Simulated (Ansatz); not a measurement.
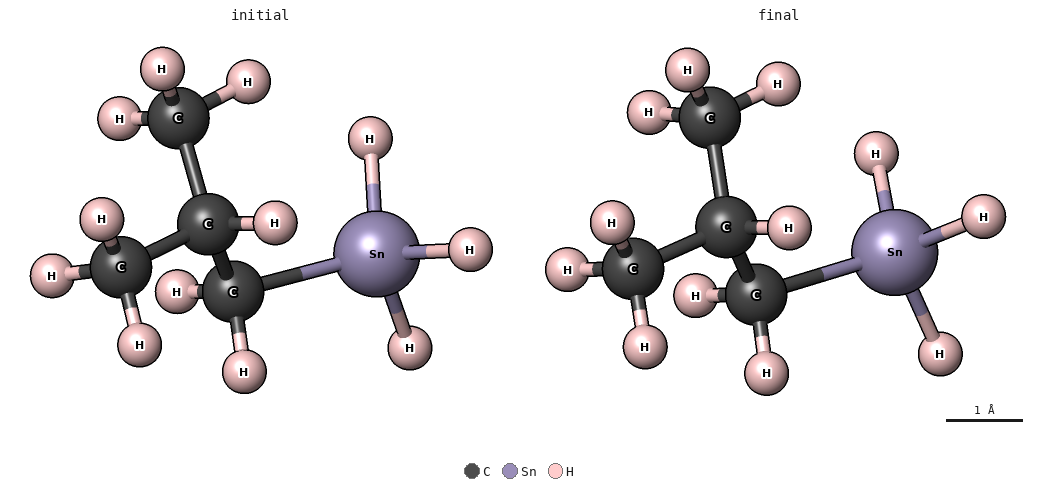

The structure of C$_{4}$H$_{12}$Sn (coarse preliminary run) before (left) and after (right) a relaxation, at one scale.

A ball-and-stick model, seen from a free direction.

The start comes from a force field.

Computed with Ansatz 0.2.0, RKS PBE-D4/def2-SVP.

Input file:
```yaml
crystal:
  periodic: [false, false, false]
  atoms:
    - {symbol: C, position_ang: [0.518900, -0.440100, -1.471700]}
    - {symbol: C, position_ang: [-0.432800, -0.497000, -0.244400]}
    - {symbol: C, position_ang: [-0.789700, -1.961500, 0.036300]}
    - {symbol: C, position_ang: [0.305000, 0.169800, 0.979100]}
    - {symbol: Sn, position_ang: [0.311000, 2.297400, 0.789600]}
    - {symbol: H, position_ang: [1.448000, -0.874600, -1.301500]}
    - {symbol: H, position_ang: [0.006700, -0.882300, -2.348000]}
    - {symbol: H, position_ang: [0.688900, 0.682800, -1.760000]}
    - {symbol: H, position_ang: [-1.380700, 0.050600, -0.414300]}
    - {symbol: H, position_ang: [0.171300, -2.531200, 0.304900]}
    - {symbol: H, position_ang: [-1.459300, -2.036100, 0.937100]}
    - {symbol: H, position_ang: [-1.236300, -2.420400, -0.810000]}
    - {symbol: H, position_ang: [-0.411200, -0.036300, 1.879800]}
    - {symbol: H, position_ang: [1.233800, -0.222000, 1.149800]}
    - {symbol: H, position_ang: [0.838500, 2.973200, 2.332600]}
    - {symbol: H, position_ang: [-1.280200, 2.941800, 0.433600]}
    - {symbol: H, position_ang: [1.448900, 2.785600, -0.452800]}
basis:
  gaussian: {orbitals: def2-SVP}
hamiltonian: {xc: pbe, dispersion: d4}
relax: {f_tol: 0.03, max_steps: 200}
```

Command:
```bash
ansatz run in.yaml --threads 4 --pin off --events-out ev --progress --plain --max-ram 11315MiB
```

> What changed between the two?

The largest move after the best rigid fit is that of H16, 0.48 Å. Largest moves by element: H 0.48 Å, C 0.20 Å, Sn 0.12 Å. Among the contacts that change: C4–H14 1.022 → 1.112 Å, C1–H6 1.040 → 1.112 Å, C1–H8 1.172 → 1.110 Å, C4–Sn5 2.136 → 2.185 Å. Bond angles that change, for instance: C2–C4–H13 103.7° → 110.7°, Sn5–C4–H14 113.2° → 106.9°, C1–C2–H9 112.6° → 107.7°. Over 11 geometry steps the energy falls by 0.589 eV. Largest force component: 5.6 eV/Å at the start, 0.018 eV/Å at the end. The forces were under the threshold at step 4, but the run went on from there. The run took 17 s on 4 threads of Intel Xeon Platinum 8488C (shared host).
